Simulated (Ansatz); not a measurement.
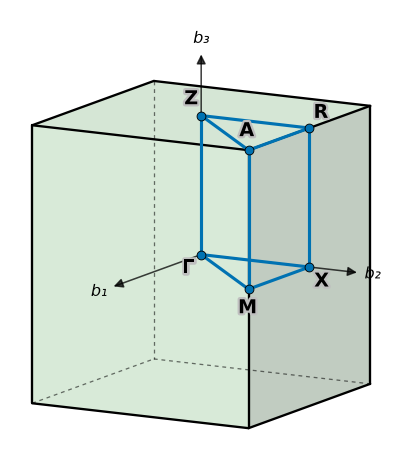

Crystal: SrB2Pt, the end point of a relaxation with Ansatz 0.2.0, DFT PBE, scalar-relativistic, plane waves, PAW; the starting structure was generated, so it need not be a known form of this composition. The figure shows the first Brillouin zone with its special points and a band path. All values are computed from the atomic coordinates in the standard setting (tolerance 0.002 Å).

Labels and path follow the convention of Hinuma et al. (2017), as computed by seekpath; the arrows show the directions of the reciprocal primitive vectors b₁, b₂, b₃.

**Which Bravais lattice has this zone?**

A primitive tetragonal lattice (tP; extended symbol tP1). The zone is a parallelepiped in its combinatorial type: 6 faces (6 with 4 edges), 12 edges, 8 vertices.

**Write the standard path through the labelled points.**

Γ–X–M–Γ–Z–R–A–Z | X–R | M–A
